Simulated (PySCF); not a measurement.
# SiF2 (SMILES F[Si]F) at r2SCAN/STO-6G

Aim: the energy change on altering one bond length of SiF2 at r2SCAN/STO-6G, from 2 runs. Input form: a Python script.

The results are computed with PySCF 2.14.0.

8 further runs of the same task are left out: 8 set aside as unsound or not needed.

## (1) The molecule

The species is SiF2 (3 atoms), meant as a singlet with charge 0. SMILES: `F[Si]F`. The coordinates come from a PBE0-D4/def2-TZVP relaxation.

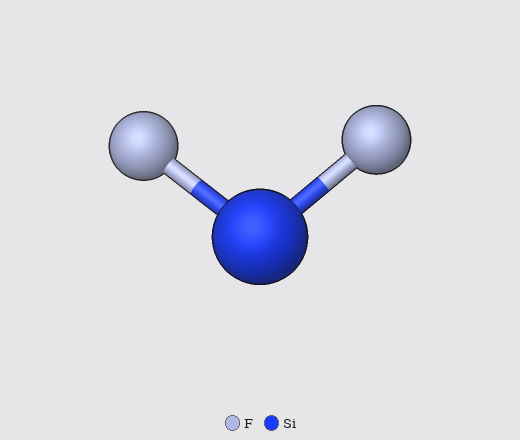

Viewed from a chosen angle; fluorine light blue, silicon blue.

## (2) The energy at r2SCAN/STO-6G

Input file input.py:

```python
from pyscf import gto, dft

mol = gto.M(
    atom='''
F      0.166300     1.246800     0.229400
Si    -0.594900    -0.046400    -0.330100
F      0.428600    -1.200400     0.100700
''',
    basis='sto-6g',
    spin=0,
    max_memory=1860,
    verbose=4,
    charge=0,
)

ks = dft.RKS(mol)
ks.xc = 'r2scan'
ks.grids.level = 5
ks.conv_tol = 1e-10
ks.kernel()
if not ks.converged:
    ks = ks.newton().run(ks.mo_coeff, ks.mo_occ)

e_final = ks.e_tot
print('E(%s) = %.9f' % ('R2SCAN', e_final))
```

The run is started by

```console
$ OMP_NUM_THREADS=1 python input.py
```

The log of the run:

```text
PySCF version 2.14.0

[INPUT] num. atoms = 3
[INPUT] num. electrons = 32
[INPUT] charge = 0
[INPUT] spin (= nelec alpha-beta = 2S) = 0
[INPUT] symmetry False subgroup None
[INPUT] Mole.unit = angstrom
[INPUT] Symbol           X                Y                Z      unit          X                Y                Z       unit  Magmom
[INPUT]  1 F      0.166300000000   1.246800000000   0.229400000000 AA    0.314261454515   2.356110532108   0.433503172975 Bohr   0.0
[INPUT]  2 Si    -0.594900000000  -0.046400000000  -0.330100000000 AA   -1.124198071504  -0.087683292180  -0.623798593719 Bohr   0.0
[INPUT]  3 F      0.428600000000  -1.200400000000   0.100700000000 AA    0.809936616989  -2.268427239928   0.190295420744 Bohr   0.0

nuclear repulsion = 100.658413652761
number of shells = 11
number of NR pGTOs = 114
number of NR cGTOs = 19
basis = sto-6g
ecp = {}

******** <class 'pyscf.dft.rks.RKS'> ********
method = RKS
initial guess = minao
damping factor = 0
level_shift factor = 0
DIIS = <class 'pyscf.scf.diis.CDIIS'>
diis_start_cycle = 1
diis_space = 8
diis_damp = 0
SCF conv_tol = 1e-10
SCF conv_tol_grad = None
SCF max_cycles = 50
direct_scf = True
direct_scf_tol = 1e-13
XC library pyscf.dft.libxc version 7.0.0
    S. Lehtola, C. Steigemann, M. J.T. Oliveira, and M. A.L. Marques.,  SoftwareX 7, 1–5 (2018)
XC functionals = r2scan
    J. W. Furness, A. D. Kaplan, J. Ning, J. P. Perdew, and J. Sun.,  J. Phys. Chem. Lett. 11, 8208-8215 (2020)
    J. W. Furness, A. D. Kaplan, J. Ning, J. P. Perdew, and J. Sun.,  J. Phys. Chem. Lett. 11, 9248-9248 (2020)
    J. W. Furness, A. D. Kaplan, J. Ning, J. P. Perdew, and J. Sun.,  J. Phys. Chem. Lett. 11, 8208-8215 (2020)
    J. W. Furness, A. D. Kaplan, J. Ning, J. P. Perdew, and J. Sun.,  J. Phys. Chem. Lett. 11, 9248-9248 (2020)
radial grids:
    Treutler-Ahlrichs [JCP 102, 346 (1995); DOI:10.1063/1.469408] (M4) radial grids

becke partition: Becke, JCP 88, 2547 (1988); DOI:10.1063/1.454033
pruning grids: <function nwchem_prune>
grids dens level: 5
symmetrized grids: False
atomic radii adjust function: <function treutler_atomic_radii_adjust>
small_rho_cutoff = 0
Set gradient conv threshold to 1e-05
Initial guess from minao.
tot grids = 131312
init E= -487.103134528375
  HOMO = -0.262239860227543  LUMO = -0.0488831140318221  gap/eV = 5.80573
cycle= 1 E= -486.886369477678  delta_E= 0.217  |g|= 0.531  |ddm|= 2.12
  HOMO = 0.0248545324674009  LUMO = 0.111286827474043  gap/eV = 2.35194
cycle= 2 E= -486.406081539709  delta_E= 0.48  |g|= 1.29  |ddm|= 2.57
  HOMO = -0.077790521402272  LUMO = 0.0816017865796679  gap/eV = 4.33729
cycle= 3 E= -487.031417509048  delta_E= -0.625  |g|= 0.0387  |ddm|= 1.68
  HOMO = -0.0827133085253489  LUMO = 0.0784242656659934  gap/eV = 4.38478
cycle= 4 E= -487.031967646926  delta_E= -0.00055  |g|= 0.00543  |ddm|= 0.0468
  HOMO = -0.0830546075113631  LUMO = 0.0784610652190602  gap/eV = 4.39507
cycle= 5 E= -487.031979904435  delta_E= -1.23e-05  |g|= 0.000148  |ddm|= 0.00802
  HOMO = -0.0830412378327318  LUMO = 0.0784918960149812  gap/eV = 4.39554
cycle= 6 E= -487.031979902113  delta_E= 2.32e-09  |g|= 0.000167  |ddm|= 0.000424
  HOMO = -0.0830401820973866  LUMO = 0.0784933670076687  gap/eV = 4.39555
cycle= 7 E= -487.031979913175  delta_E= -1.11e-08  |g|= 1.36e-05  |ddm|= 0.000259
  HOMO = -0.0830393640897209  LUMO = 0.0784932994773599  gap/eV = 4.39553
cycle= 8 E= -487.031979913252  delta_E= -7.65e-11  |g|= 3.64e-07  |ddm|= 2.01e-05
  HOMO = -0.0830393359260059  LUMO = 0.078493296983322  gap/eV = 4.39553
Extra cycle  E= -487.031979913253  delta_E= -7.96e-13  |g|= 5.73e-07  |ddm|= 2.01e-06
converged SCF energy = -487.031979913253
E(R2SCAN) = -487.031979913
```

Wall time 2.5 s (1 thread of Intel Xeon 6975P-C (Granite Rapids), shared host); peak memory 0.2 GiB.

## (3) The distorted shape

Input file job.py:

```python
from pyscf import gto, dft

mol = gto.Mole()
mol.atom = 'F -0.038387 1.477585 0.143246; Si -0.799587 0.184385 -0.416254; F 0.428600 -1.200400 0.100700'
mol.max_memory = 1860
mol.verbose = 3
mol.basis = 'sto-6g'
mol.charge = 0
mol.build()

mf = dft.RKS(mol)
mf.xc = 'r2scan'
mf.conv_tol = 1e-10
mf.grids.level = 5
mf.kernel()
if not mf.converged:
    mf = mf.newton().run(mf.mo_coeff, mf.mo_occ)

e_final = mf.e_tot
print('E(%s) = %.9f' % ('R2SCAN', e_final))
```

The run is started by

```console
$ OMP_NUM_THREADS=1 python job.py
```

The log of the run:

```text
converged SCF energy = -487.000367972692
E(R2SCAN) = -487.000367973
```

Wall time 2.8 s (1 thread of Intel Xeon 6975P-C (Granite Rapids), shared host); peak memory 0.19 GiB.

## (4) Results

At r2SCAN/STO-6G:

```
                                                          quantity          value
                                         first shape: total energy  -487.03198 Eh
                                        first shape: dipole moment         0.18 D
                                          first shape: HOMO energy       -2.26 eV
                                          first shape: LUMO energy        2.14 eV
                                        first shape: HOMO–LUMO gap        4.40 eV
                                     distorted shape: total energy  -487.00037 Eh
                                    distorted shape: dipole moment         1.12 D
                                      distorted shape: HOMO energy       -2.05 eV
                                      distorted shape: LUMO energy        1.37 eV
                                    distorted shape: HOMO–LUMO gap        3.42 eV
energy change with the Si2–F3 bond stretched from 1.602 to 1.922 Å       0.860 eV
```

With the Si2–F3 bond stretched from 1.602 to 1.922 Å the energy rises by 0.86 eV (19.8 kcal/mol). The first shape isn't relaxed at this level, so the change isn't measured from a minimum. The minimal basis adds a large error of its own. Mulliken charges (first shape) run from -0.25 on F1 to +0.49 on Si2. Mulliken charges (distorted shape) run from -0.23 on F3 to +0.45 on Si2.
